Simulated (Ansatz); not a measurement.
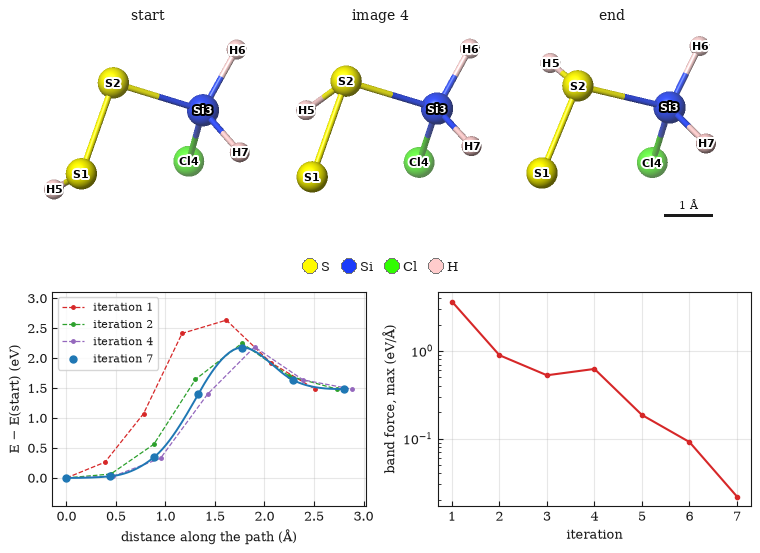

A search for the minimum-energy path of SiH₃S₂Cl by the nudged elastic band. Images are numbered from 0 (start) to 6 (end). The plot follows the band through its iterations. Style: ball-and-stick. Shown from a free direction.

The calculation used Ansatz, UKS PBE0/cc-pVDZ. Run with 5 movable images; climbing image; force threshold 0.05 eV/Å; iteration limit 60; starting path through a guess of the saddle point.

How did the profile develop, and is the result final?

Answer. The result is final at these settings. The band converged in 7 iterations. The largest component of the band force went from 3.7 to 0.022 eV/Å. The climbing image converged on the top of the path. Its vibrational analysis gives one imaginary mode (977i cm⁻¹), as a transition state must have. The first iteration put the highest image at 2.64 eV. The highest point, image 4, lies 2.18 eV above the start and 0.69 eV above the end; the end is at +1.48 eV relative to the start.

Cost: 83 s on 2 threads of Intel(R) Xeon(R) 6975P-C (Granite Rapids) (shared host), peak memory 0.31 GiB.
